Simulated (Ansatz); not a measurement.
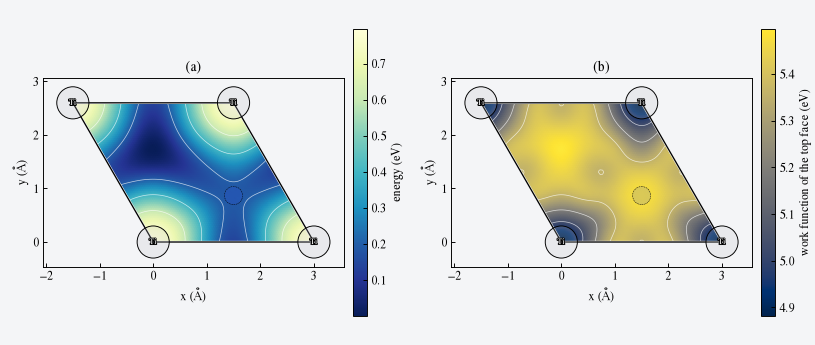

Si on a TiN(111) slab cut from the Fm-3m phase, its upper half relaxed before the scan (6 atoms of substrate and one adsorbate in a 1 × 1 cell). Si is moved over the surface cell; relaxed at each place: the height of the adsorbate's atoms; substrate rigid; the origin of the map has the adsorbate above Ti6. Places are given modulo a cell vector. The map is drawn in real space over the plane of the surface. The grid has 6 × 6 points; 10 points were computed and 26 follow by symmetry. Energies: eV, counted from the lowest grid point. With one adsorbate in each 1 × 1 cell, its nearest image is 3.0 Å away, so neighbouring adsorbates interact. Method: DFT PBE, scalar-relativistic, plane waves, PAW (Ansatz 0.2.0). Settings: cutoff 420 eV, k-mesh 9×9×1, gaussian smearing 0.1 eV, no spin polarisation.

Panel (a) is the energy and panel (b) the computed work function of the top face on the same grid.

The picture shows a smooth colour map with a few white contour lines, labelled circles for the atoms of the top layer and small ones for the second layer, the outline of one cell of the plane. Between grid points the surface is interpolated.

### How does the work function of the top face vary over the map, and what is it at the lowest grid point?

It runs from 4.88 eV at the top site over a surface Ti atom, (0/6, 0/6) of the cell vectors to 5.50 eV at a threefold hollow over a third-layer Ti atom, (2/6, 4/6) of the cell vectors. At the lowest grid point, a threefold hollow over a third-layer Ti atom, (2/6, 4/6) of the cell vectors, it is 5.50 eV.

PAW datasets: the set soft_1.
